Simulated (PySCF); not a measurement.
Molecule: H6BNO2Si, SMILES N[SiH2]B(O)O. Atoms near the plane z = 0.0 Å, at the GFN2-xTB optimised geometry (x, y, z in Å): N1 (1.6, -1.1, 0.0), Si2 (-0.1, -1.1, 0.0), B3 (-0.7, 0.7, 0.0), O4 (0.1, 1.8, 0.4), O5 (-1.9, 1.1, -0.4), H6 (2.1, -0.6, -0.7), H7 (2.1, -2.0, 0.1), H9 (-0.7, -2.0, -1.1), H10 (1.0, 1.5, 0.8), H11 (-2.1, 2.0, -0.4).

Level of theory: PBE/def2-TZVP (PySCF). Cells within 0.4 Å of a nucleus heavier than hydrogen are left out (blank, or x). The values are rescaled to run from 0 to 1.

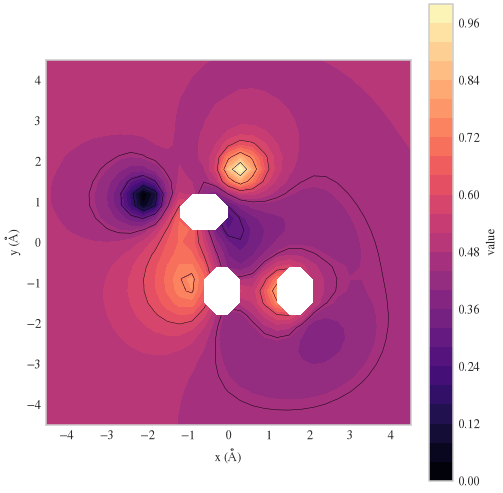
a field on the plane z = 0.0 Å.

Question: Which quantity is mapped?
A) electron localisation function
B) deformation density (molecule minus spherical neutral atoms)
C) an orbital amplitude
D) Laplacian of the electron density

Answer: C, an orbital amplitude. In full: LUMO amplitude (bohr^(-3/2)).
